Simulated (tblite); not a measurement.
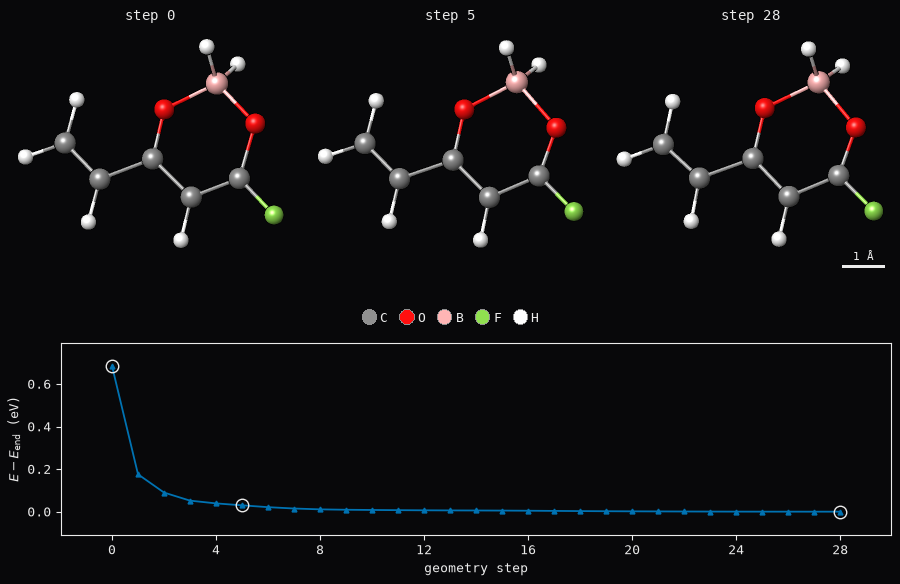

Frames of a relaxation of C₅H₆BFO₂, marked on the history of the run. Style: ball-and-stick. Shown at a tilt.

Computed with GFN2-xTB geometry optimisation, gas phase in tblite 0.8.0. 

### What happens along the run?

Over 28 geometry steps the energy falls by 0.684 eV. An H atom moves most after the best rigid fit: 0.12 Å. Largest moves by element: H 0.12 Å, F 0.10 Å, O 0.10 Å, C 0.07 Å, B 0.05 Å. Some distances before and after: C–O 1.394 → 1.245 Å, B–O 1.485 → 1.569 Å, C–C 1.324 → 1.382 Å, C–C 1.462 → 1.404 Å. Bond angles that change, for instance: H–B–H 108.2° → 116.2°, O–C–C 122.7° → 128.2°, C–C–H 120.8° → 115.7°. From step 0 to 5: an O atom moves most (0.11 Å), energy −0.654 eV. From step 5 to 28: H atoms move most (0.09 Å), energy −0.030 eV.
